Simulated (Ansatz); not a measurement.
# C2H5NSi: rotation by 120° about the C3–Si4 bond, part 2 of 2

How high is the barrier for the rotation by 120° about the C3–Si4 bond? Relax the two ends, then run a nudged elastic band between them. SMILES of the start: N=C=C[SiH3].

Ansatz 0.2.0; RKS PBE/6-31G*.

## 6. The band

crystal.atoms is end A as relaxed above, and neb.final_atoms is end B, turned to lie on A. With 5 inner images the band has 7 in all. The start path is listed, through a guess of the saddle.

input.yaml reads:

```yaml
crystal:
  periodic: [false, false, false]
  atoms:
    - { symbol: "N", position_ang: [0.35516, 0.865697, -2.29409] }
    - { symbol: C, position_ang: [0.485933, 0.675858, -1.080182] }
    - { symbol: C, position_ang: [0.689796, 0.336027, 0.183667] }
    - { symbol: Si, position_ang: [-0.446693, -0.843551, 1.0764] }
    - { symbol: H, position_ang: [-0.230709, 1.662562, -2.57959] }
    - { symbol: H, position_ang: [1.547953, 0.783799, 0.699698] }
    - { symbol: H, position_ang: [-1.538087, -1.266893, 0.140425] }
    - { symbol: H, position_ang: [0.290293, -2.062857, 1.552682] }
    - { symbol: H, position_ang: [-1.065246, -0.197042, 2.28389] }
basis:
  gaussian: { orbitals: "6-31G*" }
hamiltonian:
  xc: pbe
neb:
  order_check: false
  images: 5
  f_tol: 0.05
  max_iterations: 60
  final_atoms:
    - { symbol: "N", position_ang: [-0.03713138, 1.43047755, -2.01981491] }
    - { symbol: C, position_ang: [0.37183306, 0.70361498, -1.10773871] }
    - { symbol: C, position_ang: [0.74309261, -0.19309092, -0.20659894] }
    - { symbol: Si, position_ang: [-0.44463457, -0.83960917, 1.08002311] }
    - { symbol: H, position_ang: [0.01669276, 2.44689585, -1.86274678] }
    - { symbol: H, position_ang: [1.78310895, -0.53906735, -0.22851049] }
    - { symbol: H, position_ang: [-0.61510492, -2.32839991, 0.97028393] }
    - { symbol: H, position_ang: [0.04596097, -0.54975457, 2.47146216] }
    - { symbol: H, position_ang: [-1.77541748, -0.17746648, 0.88654063] }
  initial_path:
    images:
      - { positions_ang: [[0.35516, 0.865697, -2.29409], [0.485933, 0.675858, -1.080182], [0.689796, 0.336027, 0.183667], [-0.446693, -0.843551, 1.0764], [-0.230709, 1.662562, -2.57959], [1.547953, 0.783799, 0.699698], [-1.538087, -1.266893, 0.140425], [0.290293, -2.062857, 1.552682], [-1.065246, -0.197042, 2.28389]] }
      - { positions_ang: [[0.21000248, 0.8707542, -2.25133978], [0.38925607, 0.6708626, -1.07448998], [0.63168774, 0.34858151, 0.16994151], [-0.42111451, -0.84143824, 1.07272929], [0.02362089, 1.6472642, -2.58425007], [1.50722612, 0.79254333, 0.66892104], [-1.54662003, -1.28240664, 0.172205], [0.33788011, -2.04294929, 1.5144282], [-1.04353888, -0.20961167, 2.29475478]] }
      - { positions_ang: [[0.06484497, 0.87581139, -2.20858957], [0.29257913, 0.6658672, -1.06879796], [0.57357948, 0.36113601, 0.15621603], [-0.39553602, -0.83932547, 1.06905859], [0.27795077, 1.6319664, -2.58891015], [1.46649925, 0.80128767, 0.63814408], [-1.55515305, -1.29792028, 0.20398501], [0.38546722, -2.02304158, 1.4761744], [-1.02183175, -0.22218134, 2.30561956]] }
      - { positions_ang: [[-0.08031255, 0.88086859, -2.16583935], [0.1959022, 0.6608718, -1.06310594], [0.51547123, 0.37369052, 0.14249054], [-0.36995753, -0.83721271, 1.06538788], [0.53228066, 1.6166686, -2.59357022], [1.42577237, 0.810032, 0.60736712], [-1.56368608, -1.31343392, 0.23576501], [0.43305434, -2.00313387, 1.4379206], [-1.00012463, -0.234751, 2.31648434]] }
      - { positions_ang: [[-0.06591883, 1.06407157, -2.11716454], [0.25454582, 0.67511953, -1.07798353], [0.59134502, 0.18476337, 0.02612738], [-0.39484987, -0.83801153, 1.07026629], [0.36041802, 1.89341102, -2.34996241], [1.54488456, 0.36033222, 0.32874125], [-1.24749236, -1.65175591, 0.48060465], [0.30402321, -1.5186741, 1.78243446], [-1.25855558, -0.21565616, 1.83983644]] }
      - { positions_ang: [[-0.05152511, 1.24727456, -2.06848972], [0.31318944, 0.68936726, -1.09286112], [0.66721882, -0.00416377, -0.09023578], [-0.41974222, -0.83881035, 1.0751447], [0.18855539, 2.17015344, -2.1063546], [1.66399676, -0.08936757, 0.05011538], [-0.93129864, -1.99007791, 0.72544429], [0.17499209, -1.03421434, 2.12694831], [-1.51698653, -0.19656132, 1.36318853]] }
      - { positions_ang: [[-0.03713138, 1.43047755, -2.01981491], [0.37183306, 0.70361498, -1.10773871], [0.74309261, -0.19309092, -0.20659894], [-0.44463457, -0.83960917, 1.08002311], [0.01669276, 2.44689585, -1.86274678], [1.78310895, -0.53906735, -0.22851049], [-0.61510492, -2.32839991, 0.97028393], [0.04596097, -0.54975457, 2.47146216], [-1.77541748, -0.17746648, 0.88654063]] }
```

Command:

```sh
> ansatz run input.yaml --threads 1 --pin off --max-ram 2048MiB --backend cpu --events-out ev --progress --plain --runs-dir out
```

What it wrote, shortened:

```text
Warning: RAYON_NUM_THREADS=1 ignored (pool sized by the plan → 1); use --threads N
[...]
Functional definition: PBE
[...]
932 factors; their error is unknown
[...]
mean field -11512.34201520 eV, -423.0707657130 hartree, gradient 1.4e-5 eV, S^2 0.000000; 0 other end points of the search recorded, 0 dependent functions left out
[...]
reference -11512.34204721 eV, -423.0707668892 hartree; 19, 19 occupied and 55, 55 virtual orbitals, 932 factors
932 factors; their error is unknown
[...]
mean field -11512.34198964 eV, -423.0707647735 hartree, gradient 1.4e-5 eV, S^2 0.000000; 0 other end points of the search recorded, 0 dependent functions left out
[...]
reference -11512.34202145 eV, -423.0707659425 hartree; 19, 19 occupied and 55, 55 virtual orbitals, 932 factors
NEB end point (image 0): max|allowed force component| = 1.498e-2 eV/Å (the criterion of neb.relax_end_points is 1.000e-2)
[...]
Atom 0 at     0.066891     1.196344    -2.192322 Å, force     0.028867     0.027342     0.021369 eV/Å
Atom 1 at     0.422059     0.683972    -1.124884 Å, force    -0.015559    -0.020907    -0.025441 eV/Å
Atom 2 at     0.771289    -0.011714    -0.053658 Å, force    -0.000863    -0.002773     0.040132 eV/Å
Atom 3 at    -0.469449    -0.830323     1.085779 Å, force     0.023577     0.028034    -0.026280 eV/Å
Atom 4 at    -0.132404     2.207263    -2.181765 Å, force    -0.014856    -0.024583     0.003874 eV/Å
Atom 5 at     1.839965    -0.087318     0.180782 Å, force    -0.019771    -0.006249    -0.017849 eV/Å
Atom 6 at    -1.313869    -1.849043     0.376251 Å, force     0.004427     0.003580    -0.001952 eV/Å
Atom 7 at     0.305577    -1.516634     2.170279 Å, force    -0.001418    -0.002620     0.003002 eV/Å
Atom 8 at    -1.401658     0.161053     1.722438 Å, force    -0.004404    -0.001824     0.003145 eV/Å
Dipole moment:     0.088758     0.299623     0.101132 e Å
this run last wrote the band of iteration 21 to <dir>; this run last wrote the band within `neb.f_tol` of iteration 19 to <dir>
```

Run time: 3.7 min. Hardware: 1 thread of Arm Neoverse V1, shared host; peak memory 0.11 GiB.

## 7. Images and barrier

Images 0 and 6 are the ends. Energies count from image 0; the path length is the program's own measure over all atoms.

| image | path (Å) | energy (eV) | dihedral C2–C3–Si4–H9 (°) | band force (eV/Å) |
| --- | --- | --- | --- | --- |
| 0 | 0.000 | 0.0000 | -120 | - |
| 1 | 0.637 | 0.0094 | -100 | 0.027 |
| 2 | 1.275 | 0.0272 | -81 | 0.020 |
| 3* | 1.912 | 0.0361 | -61 | 0.040 |
| 4 | 2.552 | 0.0274 | -42 | 0.034 |
| 5 | 3.193 | 0.0092 | -21 | 0.011 |
| 6 | 3.834 | 0.0000 | 0 | - |

The star marks the climbing image.

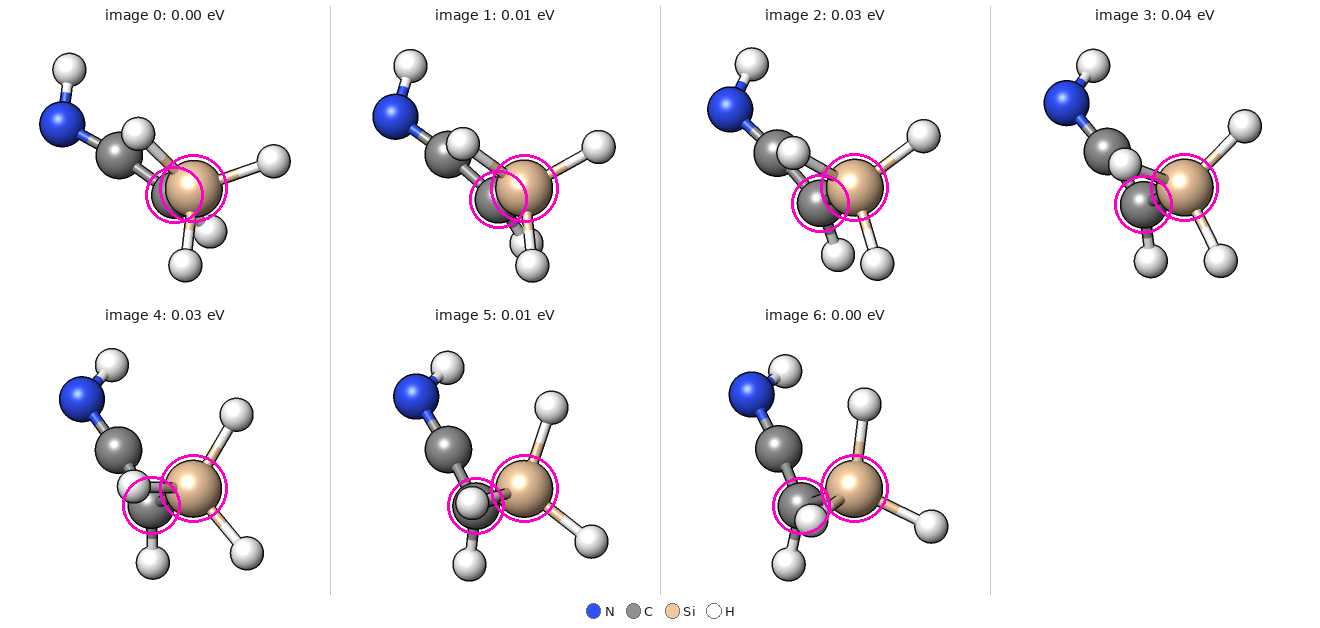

Snapshots along the band, viewed from a free direction. Ringed: C3, Si4. Sticks join atoms closer than a bonding distance in each image.

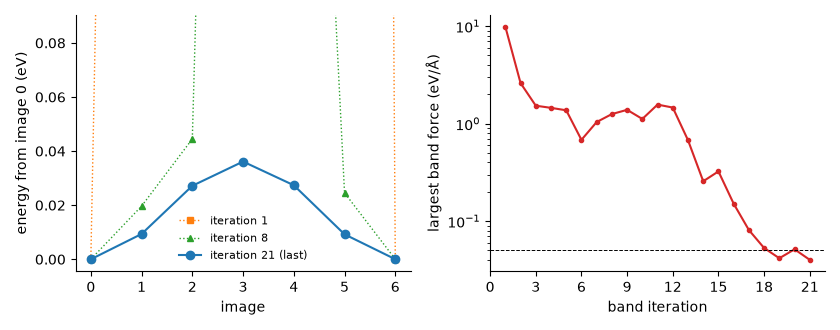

Left: energy of each image for early iterations and the last one (lines only join the points; early values far above the last band run off the scale). Right: the largest band force by iteration, with the threshold dashed.

How the highest energy settled:

```csv
iteration,highest image above image 0 (eV),largest band force (eV/Å)
1,3.6184,9.873
3,1.0105,1.527
5,0.9634,1.370
7,0.8885,1.038
9,0.5665,1.385
11,0.1904,1.567
13,0.0829,0.676
15,0.0408,0.324
17,0.0366,0.081
19,0.0361,0.042
21,0.0361,0.040
```

The band as a trajectory file:

```xyz
9
image=0 dE=0.0000
N     0.355    0.866   -2.294
C     0.486    0.676   -1.080
C     0.690    0.336    0.184
Si   -0.447   -0.844    1.076
H    -0.231    1.663   -2.580
H     1.548    0.784    0.700
H    -1.538   -1.267    0.140
H     0.290   -2.063    1.553
H    -1.065   -0.197    2.284
9
image=1 dE=0.0094
N     0.242    0.953   -2.281
C     0.467    0.668   -1.099
C     0.745    0.223    0.116
Si   -0.453   -0.838    1.079
H    -0.247    1.843   -2.454
H     1.698    0.527    0.566
H    -1.439   -1.462    0.139
H     0.295   -1.914    1.811
H    -1.219   -0.048    2.105
9
image=2 dE=0.0272
N     0.144    1.067   -2.249
C     0.445    0.670   -1.119
C     0.773    0.095    0.029
Si   -0.463   -0.824    1.086
H    -0.217    2.029   -2.322
H     1.809    0.197    0.374
H    -1.392   -1.645    0.241
H     0.297   -1.728    2.011
H    -1.307    0.091    1.932
9
image=3 dE=0.0361
N     0.067    1.196   -2.192
C     0.422    0.684   -1.125
C     0.771   -0.012   -0.054
Si   -0.469   -0.830    1.086
H    -0.132    2.207   -2.182
H     1.840   -0.087    0.181
H    -1.314   -1.849    0.376
H     0.306   -1.517    2.170
H    -1.402    0.161    1.722
9
image=4 dE=0.0274
N     0.018    1.286   -2.135
C     0.401    0.705   -1.113
C     0.772   -0.043   -0.086
Si   -0.453   -0.855    1.068
H    -0.132    2.303   -2.059
H     1.846   -0.190    0.076
H    -1.047   -2.113    0.501
H     0.269   -1.213    2.334
H    -1.586    0.073    1.397
9
image=5 dE=0.0092
N    -0.022    1.346   -2.083
C     0.384    0.697   -1.113
C     0.764   -0.125   -0.147
Si   -0.447   -0.839    1.082
H    -0.062    2.370   -1.980
H     1.827   -0.388   -0.089
H    -0.855   -2.244    0.739
H     0.181   -0.873    2.445
H    -1.681    0.010    1.128
9
image=6 dE=0.0000
N    -0.037    1.430   -2.020
C     0.372    0.704   -1.108
C     0.743   -0.193   -0.207
Si   -0.445   -0.840    1.080
H     0.017    2.447   -1.863
H     1.783   -0.539   -0.229
H    -0.615   -2.328    0.970
H     0.046   -0.550    2.471
H    -1.775   -0.177    0.887
```

## 8. Frequencies at the highest image

The geometry is the highest inner image of the first converged band.

input.yaml reads:

```yaml
crystal:
  periodic: [false, false, false]
  atoms:
    - { symbol: "N", position_ang: [0.066891, 1.196344, -2.192322] }
    - { symbol: C, position_ang: [0.422059, 0.683972, -1.124884] }
    - { symbol: C, position_ang: [0.771289, -0.011714, -0.053658] }
    - { symbol: Si, position_ang: [-0.469449, -0.830323, 1.085779] }
    - { symbol: H, position_ang: [-0.132404, 2.207263, -2.181765] }
    - { symbol: H, position_ang: [1.839965, -0.087318, 0.180782] }
    - { symbol: H, position_ang: [-1.313869, -1.849043, 0.376251] }
    - { symbol: H, position_ang: [0.305577, -1.516634, 2.170279] }
    - { symbol: H, position_ang: [-1.401658, 0.161053, 1.722438] }
basis:
  gaussian: { orbitals: "6-31G*" }
hamiltonian:
  xc: pbe
phonons: {}
```

Command:

```sh
> ansatz run input.yaml --threads 1 --pin off --max-ram 2048MiB --backend cpu --events-out ev --progress --plain --runs-dir out
```

What it wrote, shortened:

```text
Warning: RAYON_NUM_THREADS=1 ignored (pool sized by the plan → 1); use --threads N
[...]
[... 1 set-up line as earlier in the session ...]
[...]
932 factors; their error is unknown
[...]
mean field -11512.30587369 eV, -423.0694375370 hartree, gradient 1.6e-5 eV, S^2 0.000000; 0 other end points of the search recorded, 0 dependent functions left out
[...]
reference -11512.30590607 eV, -423.0694387267 hartree; 19, 19 occupied and 55, 55 virtual orbitals, 932 factors
[...]
932 factors; their error is unknown
mean field -11512.30590858 eV, -423.0694388191 hartree, gradient 1.6e-6 eV, S^2 0.000000; 0 other end points of the search recorded, 0 dependent functions left out
[...]
reference -11512.30594095 eV, -423.0694400088 hartree; 19, 19 occupied and 55, 55 virtual orbitals, 932 factors
[...]
932 factors; their error is unknown
mean field -11512.30576440 eV, -423.0694335207 hartree, gradient 1.8e-6 eV, S^2 0.000000; 0 other end points of the search recorded, 0 dependent functions left out
[...]
WARN: phonons: modes at or below zero, which the zero-point energy, F, S and C_V leave out: 1, the lowest at -94.36 cm⁻¹. A minimum has none, and a first-order saddle one
[...]
Total energy: -11512.30590607 eV, -423.0694387267 hartree
Atom 0 at     0.066891     1.196344    -2.192322 Å, force     0.028826     0.027442     0.021341 eV/Å
Atom 1 at     0.422059     0.683972    -1.124884 Å, force    -0.015501    -0.020991    -0.025491 eV/Å
Atom 2 at     0.771289    -0.011714    -0.053658 Å, force    -0.000784    -0.002681     0.040109 eV/Å
Atom 3 at    -0.469449    -0.830323     1.085779 Å, force     0.023457     0.028040    -0.026187 eV/Å
Atom 4 at    -0.132404     2.207263    -2.181765 Å, force    -0.014859    -0.024611     0.003874 eV/Å
Atom 5 at     1.839965    -0.087318     0.180782 Å, force    -0.019776    -0.006272    -0.017855 eV/Å
Atom 6 at    -1.313869    -1.849043     0.376251 Å, force     0.004453     0.003571    -0.001949 eV/Å
Atom 7 at     0.305577    -1.516634     2.170279 Å, force    -0.001426    -0.002642     0.003017 eV/Å
Atom 8 at    -1.401658     0.161053     1.722438 Å, force    -0.004390    -0.001856     0.003139 eV/Å
Dipole moment:     0.088756     0.299624     0.101130 e Å
Vibrations: -94.36 141.40 386.05 479.88 501.92 594.63 647.42 760.79 823.73 900.25 903.51 930.18 983.00 1074.78 1280.51 2080.12 2173.57 2179.52 2199.10 3113.19 3378.43 cm⁻¹, zero-point energy 1.582780 eV
```

Wall time 71 s (1 thread of Arm Neoverse V1, shared host); peak memory 0.11 GiB.

Of 21 modes, 1 is imaginary by more than 30 cm⁻¹ (94i cm⁻¹).

## 9. Results

The summary covers parts 1 to 2.

| quantity | value |
| --- | --- |
| end A | 19 moves, 1.551 eV lower |
| end B | 21 moves, 1.553 eV lower |
| barrier forwards | 0.036 eV |
| barrier backwards | 0.036 eV |
| second end relative to first | 0.000 eV |
| highest image | 3 of 0 to 6, climbing |
| band iterations | 21 |
| imaginary modes at the top | 94i cm⁻¹ |

What this shows: The barrier from the first end is 0.036 eV, 1.4 times kT at 300 K. The two ends lie within 1 meV of each other. The listed dihedral goes from -120° at end A through -61° at the highest image to 0° at end B. One imaginary mode, as a first-order saddle point has. These are electronic energies, with no zero-point or thermal terms.
